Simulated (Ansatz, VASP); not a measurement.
## KTaO3: VASP beside Ansatz

Wanted: the spread between two codes on one cell, functional and k mesh. Valence electrons are named where the data sets of a main pair hold unlike numbers.

Main program and level: Ansatz 0.2.0; plane waves, with VASP 6.6.1 beside it; band structure at LDA, band structure at PBE and band structure at PBE, spin-orbit coupling.

## 1. Set-up

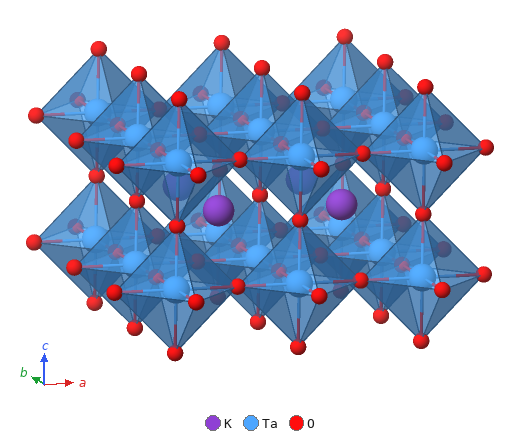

Start, viewed slightly off an axis; potassium purple, tantalum blue, oxygen red. 2×2×1 cells are drawn. Some periodic images of atoms are drawn too.

## 2. VASP: band structure, LDA

Levels along a path test the potential and the projectors away from the mesh points.

Lines of VASP's logs that name or quote its potential files are left out, and so is its time.

INCAR reads:

```
SYSTEM = KTaO3
PREC = Accurate
ENCUT = 520
EDIFF = 1E-06
NELM = 100
ISMEAR = 0
SIGMA = 0.02
LREAL = .FALSE.
ALGO = Normal
GGA = CA
NBANDS = 34
LORBIT = 11
LWAVE = .FALSE.
LCHARG = .FALSE.
KPAR = 8
```

POSCAR reads:

```
KTaO3
1.0
    3.9883000000      0.0000000000      0.0000000000
    0.0000000000      3.9883000000      0.0000000000
    0.0000000000      0.0000000000      3.9883000000
K Ta O
1 1 3
Direct
    0.5000000000      0.5000000000      0.5000000000
    0.0000000000      0.0000000000      0.0000000000
    0.5000000000      0.0000000000      0.0000000000
    0.0000000000      0.5000000000      0.0000000000
    0.0000000000      0.0000000000      0.5000000000
```

KPOINTS reads:

```
Automatic mesh
0
Gamma
4 4 4
0 0 0
```

KPOINTS_OPT reads:

```
Line mode
16
Line-mode
Reciprocal
  0.00000000   0.00000000   0.00000000 GAMMA
  0.00000000   0.50000000   0.00000000 X

  0.00000000   0.50000000   0.00000000 X
  0.50000000   0.50000000   0.00000000 M

  0.50000000   0.50000000   0.00000000 M
  0.00000000   0.00000000   0.00000000 GAMMA

  0.00000000   0.00000000   0.00000000 GAMMA
  0.50000000   0.50000000   0.50000000 R

  0.50000000   0.50000000   0.50000000 R
  0.00000000   0.50000000   0.00000000 X

  0.50000000   0.50000000   0.00000000 M
  0.50000000   0.50000000   0.50000000 R
```

The projector-augmented-wave data sets are K_sv, Ta_pv and O (PBE family, release 64).

Run with:

```console
> mpirun -np 8 vasp_std
```

Numbers of over 12 decimals in the logs are rounded to 6 here.

The log of the run:

```text
[banner, memory and clock lines left out]
running    8 mpi-ranks, on    1 nodes
 distrk:  each k-point on    1 cores,    8 groups
 distr:  one band on    1 cores,    1 groups

 POSCAR found type information on POSCAR K TaO
 POSCAR found :  3 types and       5 ions
|                                                                             |
|           W    W    AA    RRRRR   N    N  II  N    N   GGGG   !!!           |
|           W    W   A  A   R    R  NN   N  II  NN   N  G    G  !!!           |
|           W    W  A    A  R    R  N N  N  II  N N  N  G       !!!           |
|           W WW W  AAAAAA  RRRRR   N  N N  II  N  N N  G  GGG   !            |
|           WW  WW  A    A  R   R   N   NN  II  N   NN  G    G                |
|           W    W  A    A  R    R  N    N  II  N    N   GGGG   !!!           |
|                                                                             |
|     For optimal performance we recommend to set                             |
|       NCORE = 2 up to number-of-cores-per-socket                            |
|     NCORE specifies how many cores store one orbital (NPAR=cpu/NCORE).      |
|     This setting can greatly improve the performance of VASP for DFT.       |
|     The default, NCORE=1 might be grossly inefficient on modern             |
|     multi-core architectures or massively parallel machines. Do your        |
|     Unfortunately you need to use the default for GW and RPA                |
|     calculations (for HF NCORE is supported but not extensively tested      |
|     yet).                                                                   |
|                                                                             |

|                                                                             |
|               ----> ADVICE to this user running VASP <----                  |
|                                                                             |
|     You enforced a specific xc type in the INCAR file but a different       |
|     [... a line on the potential file left out ...]
|     I HOPE YOU KNOW WHAT YOU ARE DOING!                                     |
|                                                                             |

 LDA part: xc-table for (Slater(with rela. corr.)+CA(PZ))
 , standard interpolation
 POSCAR, INCAR and KPOINTS ok, starting setup
 FFT: planning ... GRIDC
 FFT: planning ... GRID_SOFT
 FFT: planning ... GRID
 WAVECAR not read
 entering main loop
       N       E                     dE             d eps       ncg     rms          rms(c)
DAV:   1     0.306183688813E+03    0.30618E+03   -0.19447E+04   680   0.111E+03
DAV:   2    -0.334183254684E+02   -0.33960E+03   -0.32371E+03   776   0.340E+02
DAV:   3    -0.524009482374E+02   -0.18983E+02   -0.18795E+02   884   0.772E+01
DAV:   4    -0.531467400537E+02   -0.74579E+00   -0.74288E+00  1002   0.966E+00
DAV:   5    -0.531546340699E+02   -0.78940E-02   -0.78937E-02   818   0.918E-01    0.342E+01
DAV:   6    -0.455406092680E+02    0.76140E+01   -0.17752E+01   756   0.304E+01    0.132E+01
DAV:   7    -0.452653093666E+02    0.27530E+00   -0.14739E+00   826   0.697E+00    0.983E+00
DAV:   8    -0.451832814464E+02    0.82028E-01   -0.49890E-01   804   0.460E+00    0.343E+00
DAV:   9    -0.451524067980E+02    0.30875E-01   -0.54091E-02   792   0.157E+00    0.250E-01
DAV:  10    -0.451510633543E+02    0.13434E-02   -0.10664E-02   886   0.585E-01    0.127E-01
DAV:  11    -0.451509012212E+02    0.16213E-03   -0.78604E-04   826   0.152E-01    0.560E-02
DAV:  12    -0.451508998533E+02    0.13679E-05   -0.22058E-05   838   0.336E-02    0.374E-02
DAV:  13    -0.451508955798E+02    0.42735E-05   -0.16248E-05   798   0.225E-02    0.281E-03
DAV:  14    -0.451508956139E+02   -0.34062E-07   -0.21075E-07   432   0.287E-03
   1 F= -.45150896E+02 E0= -.45150896E+02  d E =-.200954E-33
 Start KPOINTS_OPT (optional k-point list driver)
k-point batch [1-10\96]
       N       E                     dE             ncg
DAV:   1    -0.528811882464E+03   -0.27365E+04      680
DAV:   2    -0.377427062172E+04   -0.32455E+04      808
DAV:   3    -0.395587355658E+04   -0.18160E+03      840
DAV:   4    -0.396349494767E+04   -0.76214E+01      934
DAV:   5    -0.396355814141E+04   -0.63194E-01      818
DAV:   6    -0.396355967790E+04   -0.15365E-02      980
DAV:   7    -0.396355968533E+04   -0.74319E-05      774
DAV:   8    -0.396355968547E+04   -0.14632E-06      606
[...]
k-point batch [91-96\96]
       N       E                     dE             ncg
DAV:   1     0.503098638816E+04   -0.92925E+04      408
DAV:   2     0.300454081073E+04   -0.20264E+04      460
DAV:   3     0.289292145558E+04   -0.11162E+03      592
DAV:   4     0.289035358035E+04   -0.25679E+01      528
DAV:   5     0.289032033012E+04   -0.33250E-01      536
DAV:   6     0.289031967606E+04   -0.65406E-03      514
DAV:   7     0.289031967146E+04   -0.46045E-05      552
DAV:   8     0.289031967134E+04   -0.12013E-06      366
```

OUTCAR, selected parts (step 2):

```text
ion  position               nearest neighbor table
   1  0.500  0.500  0.500-   3 2.82   4 2.82   5 2.82   3 2.82   4 2.82   3 2.82   5 2.82   3 2.82
                             4 2.82   5 2.82   4 2.82   5 2.82   2 3.45   2 3.45   2 3.45   2 3.45
   2  0.000  0.000  0.000-   3 1.99   4 1.99   5 1.99   5 1.99   4 1.99   3 1.99   1 3.45   1 3.45
                             1 3.45   1 3.45   1 3.45   1 3.45   1 3.45   1 3.45
   3  0.500  0.000  0.000-   2 1.99   2 1.99   1 2.82   1 2.82   1 2.82   1 2.82
   4  0.000  0.500  0.000-   2 1.99   2 1.99   1 2.82   1 2.82   1 2.82   1 2.82
   5  0.000  0.000  0.500-   2 1.99   2 1.99   1 2.82   1 2.82   1 2.82   1 2.82

  LATTYP: Found a simple cubic cell.
 ALAT       =     3.9883000000

 Subroutine GETGRP returns: Found 48 space group operations
 (whereof 48 operations were pure point group operations)

The static configuration has the point symmetry O_h .

 Found     10 irreducible k-points:

   k-points           NKPTS =     10   k-points in BZ     NKDIM =     10   number of bands    NBANDS=     34

   dimension x,y,z NGX =    30 NGY =   30 NGZ =   30
   dimension x,y,z NGXF=    60 NGYF=   60 NGZF=   60

   ENCUT  =  520.0 eV  38.22 Ry    6.18 a.u.   7.42  7.42  7.42*2*pi/ulx,y,z

   NELECT =      38.0000    total number of electrons

 k-points in reciprocal lattice and weights: Automatic mesh
   0.00000000  0.00000000  0.00000000       0.016
   0.25000000  0.00000000  0.00000000       0.094
   0.50000000  0.00000000  0.00000000       0.047
   0.25000000  0.25000000  0.00000000       0.188
   0.50000000  0.25000000  0.00000000       0.188
   0.50000000  0.50000000  0.00000000       0.047
   0.25000000  0.25000000  0.25000000       0.125
   0.50000000  0.25000000  0.25000000       0.188
   0.50000000  0.50000000  0.25000000       0.094
   0.50000000  0.50000000  0.50000000       0.016

 average (electrostatic) potential at core
       1 -32.5135       2 -40.5244       3 -71.7848       4 -71.7848       5 -71.7848

 E-fermi :   1.6036

 k-point     1 :       0.0000    0.0000    0.0000
  band No.  band energies     occupation
    ...
     15       0.3583      2.00000
     16       0.3583      2.00000
     17       0.8155      2.00000
     18       0.8155      2.00000
     19       0.8155      2.00000
     20       3.4452      0.00000
     21       3.4452      0.00000
     22       3.4452      0.00000
     23       7.8091      0.00000
     24       8.1978      0.00000
    ...

 k-point     2 :       0.2500    0.0000    0.0000
  band No.  band energies     occupation
    ...
     15      -0.3999      2.00000
     16      -0.2656      2.00000
     17       0.1034      2.00000
     18       0.6503      2.00000
     19       0.6503      2.00000
     20       3.5260      0.00000
     21       4.9871      0.00000
     22       4.9871      0.00000
     23       8.2222      0.00000
     24       8.7055      0.00000
    ...

 k-point     3 :       0.5000    0.0000    0.0000
  band No.  band energies     occupation
    ...
     15      -0.9056      2.00000
     16      -0.7536      2.00000
     17      -0.1295      2.00000
     18       0.5843      2.00000
     19       0.5843      2.00000
     20       3.6105      0.00000
     21       6.3659      0.00000
     22       6.3659      0.00000
     23       8.2377      0.00000
     24       9.8430      0.00000
    ...

  Total       -1.6003886     -1.6003886     -1.6003886     -0.0000000     -0.0000000      0.0000000
  in kB      -40.4177915    -40.4177915    -40.4177915     -0.0000000     -0.0000000      0.0000000
  external PRESSURE =     -40.4177915 kB  Pullay stress =       0.0000000 kB

  energy-cutoff  :      520.00
  volume of cell :       63.44
      direct lattice vectors                 reciprocal lattice vectors
     3.988300000  0.000000000  0.000000000     0.250733395  0.000000000  0.000000000
     0.000000000  3.988300000  0.000000000     0.000000000  0.250733395  0.000000000
     0.000000000  0.000000000  3.988300000     0.000000000  0.000000000  0.250733395

 POSITION                                       TOTAL-FORCE (eV/Angst)
 -----------------------------------------------------------------------------------
      1.99415      1.99415      1.99415         0.000000      0.000000      0.000000
      0.00000      0.00000      0.00000         0.000000      0.000000      0.000000
      1.99415      0.00000      0.00000         0.000000      0.000000      0.000000
      0.00000      1.99415      0.00000         0.000000      0.000000      0.000000
      0.00000      0.00000      1.99415         0.000000      0.000000      0.000000
 -----------------------------------------------------------------------------------
    total drift:                                0.000000     -0.000000      0.000000

  FREE ENERGIE OF THE ION-ELECTRON SYSTEM (eV)
  ---------------------------------------------------
  free  energy   TOTEN  =       -45.1508956139 eV

  energy  without entropy=      -45.1508956139  energy(sigma->0) =      -45.15089561

 total charge
# of ion       s       p       d       tot
------------------------------------------
    1        1.957   5.536   0.050   7.543
    2        0.342   6.361   2.081   8.784
    3        1.549   3.495   0.000   5.044
    4        1.549   3.495   0.000   5.044
    5        1.549   3.495   0.000   5.044
--------------------------------------------------
tot          6.946  22.381   2.131  31.458

[... 3 further parts left out ...]
```

Spin-orbit coupling is off here; with elements this heavy it splits and shifts levels by tenths of an eV or more. The PAW data sets were made with PBE, though LDA sets exist; pressures can shift by 1 GPa and more with it. At this level the cell is under a tension of 4.0 GPa, so at these settings it is away from equilibrium.

## 3. Ansatz: band structure, LDA

Ansatz runs on its default PAW (the set named soft_2) files.

The same cell, functional (in two slightly different forms), mesh and smearing now go to Ansatz, which takes its cutoff from its data sets.

input.yaml reads:

```yaml
crystal:
  lattice:
    - [3.9883, 0.0, 0.0]
    - [0.0, 3.9883, 0.0]
    - [0.0, 0.0, 3.9883]
  atoms:
    - { symbol: K, position: [0.5, 0.5, 0.5] }
    - { symbol: Ta, position: [0.0, 0.0, 0.0] }
    - { symbol: O, position: [0.5, 0.0, 0.0] }
    - { symbol: O, position: [0.0, 0.5, 0.0] }
    - { symbol: O, position: [0.0, 0.0, 0.5] }
hamiltonian:
  xc: lda
  pseudopotentials: { kind: paw }
kpoints:
  mp_grid: { grid: [4, 4, 4] }
  band_path:
    path:
      - [0.0, 0.0, 0.0]
      - [0.0, 0.1, 0.0]
      - [0.0, 0.2, 0.0]
      - [0.0, 0.3, 0.0]
      - [0.0, 0.43333, 0.0]
      - [0.0, 0.5, 0.0]
      - [0.1, 0.5, 0.0]
      - [0.2, 0.5, 0.0]
      - [0.33333, 0.5, 0.0]
      - [0.43333, 0.5, 0.0]
      - [0.5, 0.5, 0.0]
      - [0.36667, 0.36667, 0.0]
      - [0.26667, 0.26667, 0.0]
      - [0.16667, 0.16667, 0.0]
      - [0.06667, 0.06667, 0.0]
      - [0.03333, 0.03333, 0.03333]
      - [0.13333, 0.13333, 0.13333]
      - [0.23333, 0.23333, 0.23333]
      - [0.33333, 0.33333, 0.33333]
      - [0.46667, 0.46667, 0.46667]
      - [0.5, 0.5, 0.5]
      - [0.46667, 0.5, 0.46667]
      - [0.36667, 0.5, 0.36667]
      - [0.23333, 0.5, 0.23333]
      - [0.13333, 0.5, 0.13333]
      - [0.03333, 0.5, 0.03333]
      - [0.5, 0.5, 0.03333]
      - [0.5, 0.5, 0.16667]
      - [0.5, 0.5, 0.26667]
      - [0.5, 0.5, 0.36667]
      - [0.5, 0.5, 0.5]
    npoints: 1
scf:
  occupations: { method: gaussian, width: 0.02 }
  n_extra_bands: 8
output:
  forces: true
  stress: true
  eigenvalues: true
  write_density: true
  write_potential: true
  elf: true
  volumetric_format: npy
```

Run with:

```console
> ansatz run input.yaml --threads 2 --pin off --max-ram 4608MiB --backend cpu --events-out ev --progress --plain --runs-dir out
```

The log of the run:

```text
scf.n_extra_bands = 8 over 20 filled bands (N_el = 40.0): the run solves 28 bands
Engine: ansatz 0.2.0, aarch64-unknown-linux-gnu
Pseudopotentials: kind: paw
Pseudopotential: K, paw, valence charge 9, recommended cutoff 420 eV (normal), K.paw.azcp
Pseudopotential: Ta, paw, valence charge 13, recommended cutoff 420 eV (normal), Ta.paw.azcp
Pseudopotential: O, paw, valence charge 6, recommended cutoff 420 eV (normal), O.paw.azcp
Functional definition: SPW92
  exchange = slater_x
  correlation = pw_c
Crystal: 5 atoms, lattice volume = 63.440 Å³
Basis set: ecut = 420 eV, 1237 PW (Γ)
Bands: 28, of which v1, the nominal top of the filled ones, is band 20 counted from 1 (19 counted from 0)
Symmetry: 48 space group operations
Space group: Pm-3m (ITA 221), of the structure as read, at distance tolerance 4.0e-5 Å
k-points: 10 of 64
Non-local potential: K, projectors of the file, l = 0: 3, l = 1: 2, l = 2: 2
Non-local potential: Ta, projectors of the file, l = 0: 3, l = 1: 2, l = 2: 2, l = 3: 1
Non-local potential: O, projectors of the file, l = 0: 2, l = 1: 2, l = 2: 1
PAW form: soft (Blöchl's): semilocal exchange-correlation on the pseudo side does not see the compensation charge
PAW frozen core: K, regenerated for the run's functional, and the local potential with it (the file was generated under x = pbe(κ = 0.804, μ = 0.219515), c = pbe(β = 0.066725))
PAW frozen core: Ta, regenerated for the run's functional, and the local potential with it (the file was generated under x = pbe(κ = 0.804, μ = 0.219515), c = pbe(β = 0.066725))
PAW frozen core: O, regenerated for the run's functional, and the local potential with it (the file was generated under x = pbe(κ = 0.804, μ = 0.219515), c = pbe(β = 0.066725))
PAW one-centre angular grid: K, 110 points (default); XC on 64 Gauss nodes
PAW one-centre angular grid: Ta, 590 points (default); XC on 64 Gauss nodes
PAW one-centre angular grid: O, 110 points (default); XC on 64 Gauss nodes
Initial density: superposition of atomic densities (neutral atoms: chi_scale 0, normalization atom), corrected by the library's trained network
Initial wavefunctions: pseudopotential atomic-orbital guess
Functional: x = slater, c = lda
SCF iter   1: F=—  HF=-12851.019464 eV  |F-HF|=—  |Δ(HF+E_count)|=         —  Δρ=1.90e-2  dr2=2.14e-1  ethr=1.77e-3  ⟨swp⟩=6.2  Hψ=1366  notcnv=0
preconditioner: auto → Resta (q_TF=auto, 2.526 Å⁻¹)  ε∞=4.2  [insulator: Δε(μ)=1.741 eV  Ē_g=14.301 eV  σ=0.020 eV  W_gap=1.00  n_scr=18 (ndim 8)  ℏωp=25.5 eV  f_vac=0.012  D(μ)=0.00/eV (n_scr^D=0)  ε∞_Penn≈4.2]
SCF iter   2: F=—  HF=-12850.973274 eV  |F-HF|=—  |Δ(HF+E_count)|=   4.62e-2  Δρ=6.83e-3  dr2=1.63e-2  ethr=5.36e-4  ⟨swp⟩=2.0  Hψ=500  notcnv=0  defer=27
SCF iter   3: F=—  HF=-12850.969090 eV  |F-HF|=—  |Δ(HF+E_count)|=   4.18e-3  Δρ=2.51e-3  dr2=2.31e-3  ethr=4.08e-5  ⟨swp⟩=2.0  Hψ=428  notcnv=0  defer=31
SCF iter   4: F=—  HF=-12850.968428 eV  |F-HF|=—  |Δ(HF+E_count)|=   6.62e-4  Δρ=3.24e-4  dr2=4.67e-5  ethr=5.79e-6  ⟨swp⟩=2.8  Hψ=441  notcnv=0  defer=31
SCF iter   5: F=—  HF=-12850.968429 eV  |F-HF|=—  |Δ(HF+E_count)|=   1.18e-6  Δρ=4.56e-5  dr2=1.92e-6  ethr=1.17e-7  ⟨swp⟩=1.2  Hψ=251  notcnv=0  defer=31
SCF iter   6: F=—  HF=-12850.968430 eV  |F-HF|=—  |Δ(HF+E_count)|=   2.75e-7  Δρ=1.25e-5  dr2=1.29e-7  ethr=4.79e-9  ⟨swp⟩=2.2  Hψ=359  notcnv=0  defer=31
SCF iter   7: F=-12850.968430 eV  HF=-12850.968430 eV  |F-HF|=8.37e-11  |Δ(HF+E_count)|=   6.83e-9  Δρ=1.97e-6  dr2=2.22e-9  ethr=2.50e-10  ⟨swp⟩=11.7  Hψ=1719  notcnv=0
SCF 1 converged in 7 iterations: F = -12850.968430 eV  dr2 = 2.22e-9
  greatest PAW one-centre occupation: 1.000 electrons in one spin orbital (limit 2), on the Ta atom at site 1 (counted from 0), in its partial waves of l = 0
NSCF: frozen V_eff on 31 k-points
SCF converged after 7 iterations
Free energy (F): -12850.968430 eV
Harris-Foulkes:  -12850.968430 eV  (|F-HF|=8.37e-11)
Internal energy: -12850.968430 eV  (E = F + TS)
E sigma→0 (E₀):  -12850.968430 eV
Fermi energy:    9.430244 eV
--- Per-component energies (eV) ---
  E_band       = -263.915432
  E_kinetic    = 1140.536981
  E_local      = -2227.745596  (includes V_loc(G=0)·N_el)
  E_nonlocal   = 184.653696
  E_hartree    = 772.474113
  E_xc         = -567.282415
  E_vxc        = -647.263734  (∫ρ·V_xc dr)
  E_paw        = -9333.082542  (= ΣΔE_a)
  E_vpaw       = -259.052633  (= ΣTr[D̂ρ^β])
  E_aug_tail   = 0.007550  (compensation charges beyond the density's cutoff)
  E_ewald      = -2821.337382
  E_core_change = 0.807167  (= ΣΔE_core)
  E_smearing   = -0.000000  (= −TS)
  E_closure    = 0.000000  (closes the sum)
  Σ components = -12850.968430   (vs F -12850.968430, Δ=0.00e0)
--- Forces (eV/Å), atoms counted from 1 ---
  atom   1  K      0.00000000    -0.00000000     0.00000000
  atom   2  Ta     0.00000000     0.00000000     0.00000000
  atom   3  O      0.00000000    -0.00000000     0.00000000
  atom   4  O      0.00000000     0.00000000    -0.00000000
  atom   5  O      0.00000000     0.00000000     0.00000000
  max |Σ_I F_I| component: 2.36e-29 eV/Å
--- Stress (GPa, compression-positive) ---
       -5.586033       0.000000       0.000000
       -0.000000      -5.586033       0.000000
       -0.000000       0.000000      -5.586033
  P = ⅓ Tr σ = -5.5860 GPa (-55.860 kbar)
--- Band table (eV; the first three rows and the last of 10) ---
  k-point 0: bands = [... 16 lower, 7.3342, 7.7861, 7.7861, 7.7861, 10.4572, 10.4572, 10.4572, 14.7749, ... 4 higher]
  k-point 1: bands = [... 16 lower, 6.7133, 7.0812, 7.6223, 7.6223, 10.5372, 11.9840, 11.9840, 15.2194, ... 4 higher]
  k-point 2: bands = [... 16 lower, 6.2265, 6.8497, 7.5560, 7.5560, 10.6209, 13.3553, 13.3553, 15.2353, ... 4 higher]
  k-point 9: bands = [... 16 lower, 4.4657, 8.4033, 8.4033, 8.4033, 14.8163, 14.8163, 14.8163, 17.1324, ... 4 higher]
```

Wall time 2.1 s (2 threads of Arm Neoverse V1, shared host); peak memory 0.3 GiB.

[end of part 1 of 3]

[Lines on the potential files, build, host, timing and source positions are cut from VASP's logs without a mark.]

[Logs are printed without paths, hosts, clocks, repeated set-up lines and the standing remarks that a program may print on its own settings, such as how far it seeks lower states.]

[Hosts, paths, dates, database ids (printed as entryN), source tags and the programs' standing remarks are cut or masked in the printed files.]
